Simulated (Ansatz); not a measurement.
Starting cell, SiO2 (rutile):

```
CELL_PARAMETERS angstrom
      4.23588     0.00000     0.00000
      0.00000     4.23588     0.00000
      0.00000     0.00000     2.68991
ATOMIC_POSITIONS crystal
  Si 0.50000 0.50000 0.50000
  Si 0.00000 0.00000 0.00000
  O  0.80699 0.80699 0.50000
  O  0.30699 0.69301 0.00000
  O  0.69301 0.30699 0.00000
  O  0.19301 0.19301 0.50000
```

Two-dimensional scan of atom 5 (O, nearest neighbour Si at 1.774 Å; its periodic images, 2.7 Å or more away, move with it): u runs along (1.000, 0.000, 0.000), v along (0.000, 0.000, 1.000) (Cartesian). Cell and other atoms are fixed.

These are PBE (plane waves to 420 eV, PAW, scalar-relativistic; Ansatz, a program for electronic structure) values and carry that method's errors. k mesh 6×6×10 (Γ-centred), Fermi-Dirac smearing 0.05 eV. Energies are smeared free energies. Fu and Fv are the components of the force on the atom. SiO2 was relaxed with its symmetry unable to fall. The PAW data are Ansatz's earlier set. The zero of ΔE is the undisplaced structure. Axes are in Å.

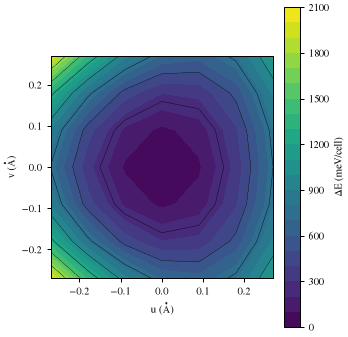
*ΔE (meV/cell) over the 7×7 grid of computed points.*

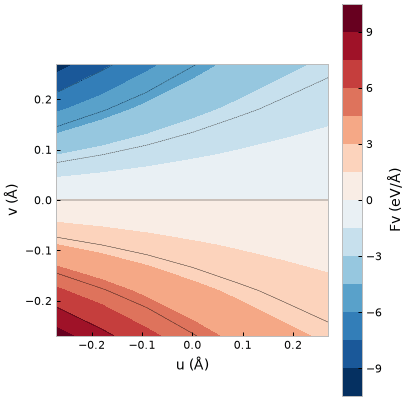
Figure. Fv (eV/Å) over the 7×7 grid of computed points.

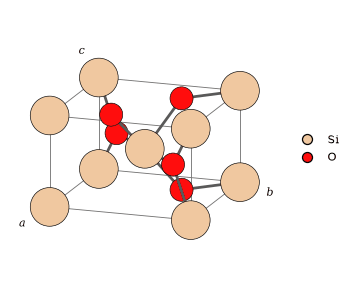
Figure. The cell of the calculation at u = -0.270 Å, v = -0.270 Å.

Centre of the map: a minimum. Lowest place on the grid: u = 0.000 Å, v = 0.000 Å (0 meV/cell). Highest place on the grid, met at several equal points: u = -0.270 Å, v = -0.270 Å; u = -0.270 Å, v = 0.270 Å (2010 meV/cell). Principal force constants in the plane (five-point differences of the forces): 18.6 and 20.5 eV/Å².

(A displaced cell: forces are minus the slopes of the energy, force constants its curvatures, and phonons follow from these.)
